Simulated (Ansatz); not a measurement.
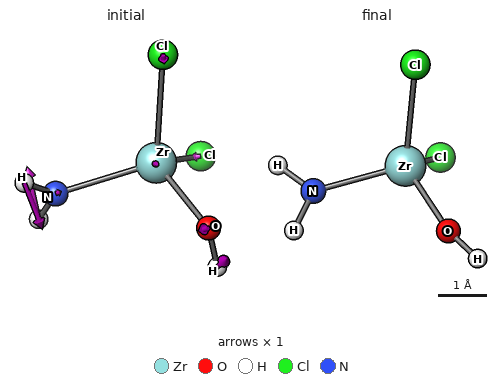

The structure of ZrNH3OCl2 before (left) and after (right) a relaxation, at one scale. The purple arrows give the displacements, at their true length.

Style: ball-and-stick. Shown face on.

The run prepares the start of a later molecular dynamics calculation, from a guessed geometry.

Level of theory: RKS PBE0-D4/def2-SVP (Ansatz).

Input file:
```yaml
crystal:
  periodic: [false, false, false]
  atoms:
    - { symbol: Zr, position_ang: [0.0, 0.0, 0.0] }
    - { symbol: O, position_ang: [0.0, 0.0, 2.07] }
    - { symbol: H, position_ang: [-0.9095, -0.2814, 2.4071] }
    - { symbol: Cl, position_ang: [2.3764, 0.0, -0.8392] }
    - { symbol: "N", position_ang: [-1.0409, 1.8034, -0.7359] }
    - { symbol: H, position_ang: [-2.061, 1.7482, -1.0186] }
    - { symbol: H, position_ang: [-0.5204, 2.7241, -0.8065] }
    - { symbol: Cl, position_ang: [-1.1869, -2.0563, -0.8392] }
basis:
  gaussian: { orbitals: def2-SVP }
hamiltonian:
  xc: pbe0
  dispersion: d4
relax:
  f_tol: 0.02
  max_steps: 40
output:
  orbitals: {}
```

Command:
```bash
ansatz run input.yaml --threads 4 --pin off --max-ram 5120MiB --backend cpu --events-out ev --progress --plain --runs-dir out
```

**Describe what moved and what it gained.**

H6 moves most after the best rigid fit: 1.21 Å. Largest moves by element: H 1.21 Å, O 0.37 Å, Cl 0.29 Å, N 0.16 Å, Zr 0.15 Å. Near-neighbour distances that change, for instance: Zr1–N5 2.208 → 2.002 Å, Zr1–O2 2.070 → 1.894 Å, Zr1–Cl4 2.520 → 2.370 Å, O2–H3 1.010 → 0.958 Å. Among the angles between lasting bonds that change: Zr1–O2–H3 109.5° → 168.2°, H6–N5–H7 120.0° → 108.7°, Zr1–N5–H7 120.0° → 126.9°. Groups turn about Zr1–N5 by about 85°. Over 24 accepted moves (26 points after the start) the energy falls by 1.477 eV. Largest force component: 2.4 eV/Å at the start, 0.018 eV/Å at the end. The line search rejected the trial steps at points 13, 16 of the run. Cost: 75 s on 4 threads of Arm Neoverse V1, with other jobs on the host, peak memory 0.27 GiB.
